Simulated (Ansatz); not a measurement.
**[CF3]+ (SMILES F[C+](F)F): levels of theory compared**

Wanted: a comparison of 6 runs (B3LYP/STO-3G, UPBE0/STO-3G, RPA@PBE/STO-3G, CCSDT/STO-3G, CCSD(T)/STO-3G, FCI/STO-3G) of [CF3]+. 

The results are computed with Ansatz 0.2.0.

5 further runs of the same task are left out: 5 that didn't finish.

## 1. Starting point

[CF3]+ has 4 atoms, charge +1, and is taken as a singlet. SMILES: `F[C+](F)F`. The F3–C2 distance was set to 1.537 Å, away from the relaxed value.

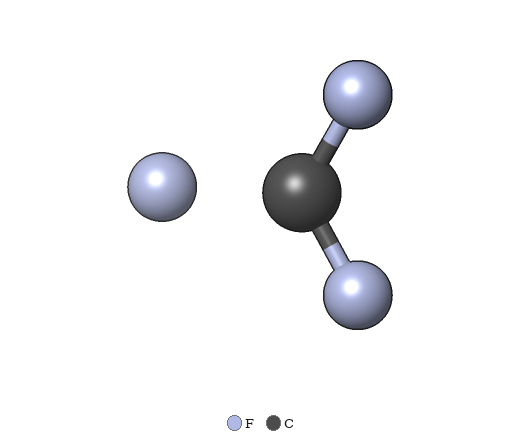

Viewed from a chosen angle; fluorine light blue, carbon dark grey.

## 2. A single-point energy at B3LYP/STO-3G (run 1)

job.yaml

```yaml
crystal:
  periodic: [false, false, false]
  atoms:
    - {symbol: F, position_ang: [0.850986, 0.128767, 1.115258]}
    - {symbol: C, position_ang: [0.152386, 0.243367, 0.109858]}
    - {symbol: F, position_ang: [-0.609500, -0.973400, -0.439400]}
    - {symbol: F, position_ang: [0.063386, 1.331367, -0.456142]}
basis:
  gaussian:
    orbitals: STO-3G
total_charge: 1
hamiltonian:
  xc: {name: B3LYP}
accuracy: high
```

Launch:

```
$ ansatz run job.yaml --threads 1 --pin off --max-ram 2610MiB --events-out events.jsonl --progress --plain --runs-dir runs
```

The program printed:

```text
Warning: RAYON_NUM_THREADS=1 ignored (pool sized by the plan → 1); use --threads N
Functional definition: B3LYP
  name "B3LYP"
  parameter a0 = 0.2
  parameter ax = 0.72
  parameter ac = 0.81
  exchange = (1 - a0 - ax)*slater_x + ax*b88_x + a0*exact_x
  correlation = (1 - ac)*vwn_rpa_c + ac*lyp_c
368 factors; integrals over basis functions are off by at most 3.3e-8 eV
mean field evaluation 1: about -9042.1775 eV, gradient 3.7e1 eV
mean field evaluation 2: about -9006.3259 eV, gradient 1.2e2 eV
mean field evaluation 4: about -9046.5824 eV, gradient 4.6e0 eV
mean field evaluation 8: about -9046.6418 eV, gradient 4.6e-2 eV
mean field evaluation 16: about -9046.6418 eV, gradient 5.2e-6 eV
mean field -9046.64184071 eV, -332.4579556122 hartree, gradient 2.9e-8 eV, S^2 0.000000; 0 other end points of the search recorded, 0 dependent functions left out
reference -9046.64185589 eV, -332.4579561697 hartree; 16, 16 occupied and 4, 4 virtual orbitals, 368 factors
Total energy: -9046.64185589 eV, -332.4579561697 hartree
```

It took 0.99 s on 1 thread of Arm Neoverse V2, shared host; peak memory 0.09 GiB.

## 3. A single-point energy at UPBE0/STO-3G (run 2)

in.yaml

```yaml
crystal:
  periodic: [false, false, false]
  atoms:
    - {symbol: F, position_ang: [0.850986, 0.128767, 1.115258]}
    - {symbol: C, position_ang: [0.152386, 0.243367, 0.109858]}
    - {symbol: F, position_ang: [-0.609500, -0.973400, -0.439400]}
    - {symbol: F, position_ang: [0.063386, 1.331367, -0.456142]}
basis:
  gaussian: {orbitals: STO-3G}
total_charge: 1
magnetization: {spin_polarized: true, initial_magnetization: 0}
hamiltonian: {xc: pbe0}
accuracy: high
```

Launch:

```
$ ansatz run in.yaml --threads 1 --pin off --max-ram 2610MiB --events-out events.jsonl --progress --plain --runs-dir runs
```

The program printed:

```text
Warning: RAYON_NUM_THREADS=1 ignored (pool sized by the plan → 1); use --threads N
Functional definition: PBE0
  name "PBE0"
  parameter a = 0.25
  parameter kappa = 0.804
  parameter beta = 0.06672455060314922
  exchange = (1 - a)*pbe_x(kappa = kappa, mu = beta*pi^2/3) + a*exact_x
  correlation = pbe_c(beta = beta)
368 factors; integrals over basis functions are off by at most 3.3e-8 eV
mean field evaluation 1: about -9035.2751 eV, gradient 2.6e1 eV
mean field evaluation 2: about -9006.3937 eV, gradient 7.8e1 eV
mean field evaluation 4: about -9039.8135 eV, gradient 3.2e0 eV
mean field evaluation 8: about -9039.8842 eV, gradient 5.8e-2 eV
mean field evaluation 16: about -9039.8842 eV, gradient 5.4e-6 eV
mean field -9039.88423638 eV, -332.2096182332 hartree, gradient 8.7e-8 eV, S^2 0.000000; 0 other end points of the search recorded, 0 dependent functions left out
reference -9039.88423697 eV, -332.2096182550 hartree; 16, 16 occupied and 4, 4 virtual orbitals, 368 factors
Total energy: -9039.88423697 eV, -332.2096182550 hartree
```

It took 1.6 s on 1 thread of Arm Neoverse V2, shared host; peak memory 0.12 GiB.

Runs 3 to 5 aren't shown in full; the table further down has their settings and results.

## 4. A single-point energy at FCI/STO-3G (run 6)

run.yaml

```yaml
crystal:
  periodic: [false, false, false]
  atoms:
    - symbol: F
      position_ang: [0.850986, 0.128767, 1.115258]
    - symbol: C
      position_ang: [0.152386, 0.243367, 0.109858]
    - symbol: F
      position_ang: [-0.609500, -0.973400, -0.439400]
    - symbol: F
      position_ang: [0.063386, 1.331367, -0.456142]
basis:
  gaussian: {orbitals: STO-3G}
total_charge: 1
correlation: {method: fci, frozen_orbitals: {C: 1, F: 1}}
accuracy: high
```

Launch:

```
$ ansatz run run.yaml --threads 1 --pin off --max-ram 2610MiB --events-out events.jsonl --progress --plain --runs-dir runs
```

The program printed:

```text
Warning: RAYON_NUM_THREADS=1 ignored (pool sized by the plan → 1); use --threads N
Functional definition: HF
  name "HF"
  exchange = exact_x
  correlation = 0
368 factors; integrals over basis functions are off by at most 3.3e-8 eV
mean field evaluation 1: about -9004.0319 eV, gradient 4.6e1 eV
mean field evaluation 2: about -9004.1218 eV, gradient 4.6e1 eV
mean field evaluation 4: about -9011.7152 eV, gradient 3.2e0 eV
mean field evaluation 8: about -9011.8078 eV, gradient 1.0e-1 eV
mean field -9011.80780735 eV, -331.1778284974 hartree, gradient 1.8e-8 eV, S^2 0.000000; 0 other end points of the search recorded, 0 dependent functions left out
4 core orbitals not correlated: weight in the atoms' cores, before any rotation towards them, 1.000 or more for the frozen orbitals, at most 0.000 for the correlated occupied ones
reference -9011.80780735 eV, -331.1778284974 hartree; 12, 12 occupied and 4, 4 virtual orbitals, 368 factors
state -9017.01999741 eV, -331.3693729490 hartree
Total energy: -9017.01999741 eV, -331.3693729490 hartree
```

Run time: 14 s. Hardware: 1 thread of Arm Neoverse V2, shared host; peak memory 0.31 GiB.

## 5. Overview of the runs

```
run           level  frozen core orbitals  energy (Eh)  wall time
  1    B3LYP/STO-3G                     –  -332.457956     0.99 s
  2    UPBE0/STO-3G                     –  -332.209618      1.6 s
  3  RPA@PBE/STO-3G                     4  -331.454199      1.4 s
  4    CCSDT/STO-3G                     4  -331.369119     0.44 s
  5  CCSD(T)/STO-3G                     4  -331.366966     0.18 s
  6      FCI/STO-3G                     4  -331.369373       14 s
```

## 6. Summary of results

| quantity | value |
| --- | --- |
| run 6: total energy | -331.36937 Eh |
| run 6: correlation energy (4 core orbitals frozen) | -191.5 mEh |

Against full CI in this basis: CCSDT +0.3 mEh; CCSD(T) +2.4 mEh. Totals of different functionals can't be ranked against each other. In runs 1, 2, 3, 4, 5, 6 the basis is minimal, so the values are rough. All runs together took 19 s, the longest 14 s.
